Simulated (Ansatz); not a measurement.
Process, species as SMILES: C=O (CH2-O) → O=[CH] (CH-O) + H atom
B3LYP-D3(BJ)/def2-TZVP geometries, fixed; electronic energies without zero-point terms.

Basis-set convergence of the bond dissociation energy at r2SCAN with Ansatz (a program for electronic structure). Cartesian d functions, on some or all atoms, in 6-31G**; all else is spherical. The program fits the integrals of some runs and decomposes those of others, by size. Open shells are unrestricted. No added dispersion term, no relativity. Functions are those of the species that has most. Reference: the value in aug-pcseg-3, 91.03 kcal/mol, itself unsure by roughly 0.04 kcal/mol (its mean distance from aug-cc-pVQZ, cc-pV5Z, def2-QZVPPD). Deviations are taken from unrounded values.

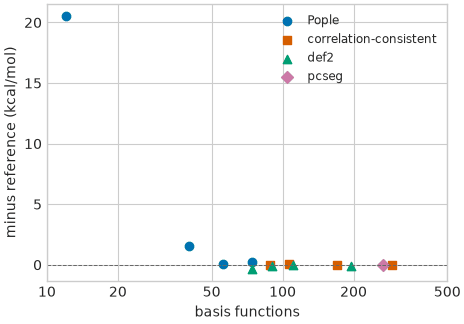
Figure. Deviation from the reference against the number of basis functions, by family of sets.

```
basis            functions  bond dissociation energy (kcal/mol)  minus reference (kcal/mol)
---------------  ---------  -----------------------------------  --------------------------
STO-3G                  12                               111.52                       20.49
6-31G**                 40                                92.62                        1.58
6-311+G**               56                                91.11                        0.08
6-311++G(2d,2p)         74                                91.27                        0.24
def2-TZVP               74                                90.72                       -0.31
cc-pVTZ                 88                                91.00                       -0.03
def2-TZVPP              90                                90.92                       -0.11
jun-cc-pV(T+d)Z        106                                91.08                        0.05
def2-TZVPPD            111                                91.02                       -0.01
cc-pVQZ                170                                90.99                       -0.04
def2-QZVPPD            195                                90.96                       -0.07
aug-pcseg-3            268                                91.03                        0.00
cc-pV5Z                292                                91.02                       -0.01
```
